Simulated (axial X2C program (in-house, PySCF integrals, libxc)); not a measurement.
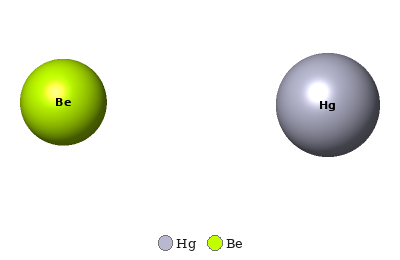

The molecule at the reference distance of 2.872 Å.

**Run report: HgBe, relativistic diatomic calculation**

- system: HgBe, single determinant with M_S = 0 and |Λ| = 0.
- method: LDA, spin-free X2C-1e, Hg dyall-v3z, Be dyall-v3z (cores contracted) (axial X2C program (in-house, PySCF integrals, libxc))

**The program's output**
```
spin-free X2C-1e  LDA
basis functions 214  fitting functions 1101  grid points 5084
iter        total energy     max residual
   1     -19628.589391403     2.09e+00
   2     -19628.605891113     2.08e-02
   3     -19628.603259705     2.97e-02
   4     -19628.607565975     1.84e-03
   5     -19628.607519230     1.80e-03
   6     -19628.607623390     2.19e-04
   7     -19628.607624112     8.35e-05
   8     -19628.607624311     6.50e-06
   9     -19628.607624312     8.66e-07
converged
one-electron -27024.05208175  Coulomb 7705.20896414  exact exchange 0.00000000  xc functional -368.72575583  nuclear repulsion 58.96124913
```

**The points of the curve**

```csv
R (Å),E (hartree),"dipole (D; origin at the first atom, positive when the second is positive)",highest filled (eV),lowest empty (eV)
2.499,−19628.609243,−0.33,−4.93,−2.68
2.614,−19628.609316,−0.26,−5.03,−2.60
2.700,−19628.608939,−0.20,−5.09,−2.55
2.786,−19628.608351,−0.15,−5.15,−2.51
2.872,−19628.607624,−0.11,−5.21,−2.47
2.973,−19628.606686,−0.06,−5.27,−2.44
3.073,−19628.605725,−0.02,−5.33,−2.44
3.202,−19628.604500,0.02,−5.39,−2.44
3.360,−19628.603114,0.06,−5.46,−2.43
3.590,−19628.601358,0.09,−5.53,−2.41
```

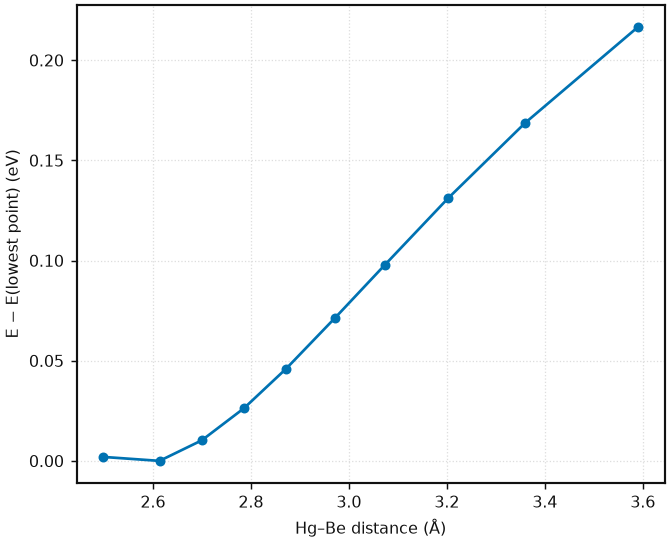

Energy at 10 bond lengths, for one set of occupations held fixed; the line joins the points. The lowest point is at 2.61 Å; the points are too few or too rough near it for spectroscopic constants. The lowest point lies 0.37 eV below Hg + Be.

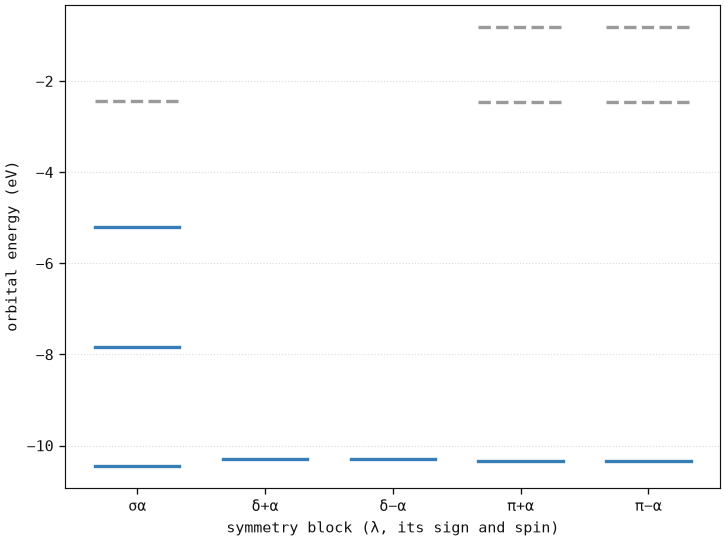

Orbital energies near the frontier at 2.87 Å, filled (solid) and empty (dashed); a label such as π−α means λ = −1 and α spin, and the β levels equal the α ones. The highest filled orbital (σα; 61 % Be s, 18 % Hg p) lies at −5.21 eV, the lowest empty one (π−α; 73 % Be p, 26 % Hg p) at −2.47 eV.

**The input**
```
{"zs": [80, 4], "q": 0, "bas": ["dyall-v3z", "dyall-v3z"], "levels": ["PBE0", "HF", "B97-3", "LDA"], "cc": false, "r0": 2.35, "npts": 10, "nst": 2, "ntry": 6}
```

The line is the task of a batch: nuclear charges, charge, bases, the levels to run, a first guess of the distance and further settings. This report covers LDA without spin-orbit coupling. The log is that of the reference distance 2.872 Å.

Launched within a batch (the task file carries these settings):
```bash
python <driver script> task.json out
```

**Results in brief**

- outcome: converged
- hardware: 1 thread of Arm Neoverse N1, 54 GiB of memory available, shared host
- wall time: 3.5 s
- peak memory: 0.43 GiB
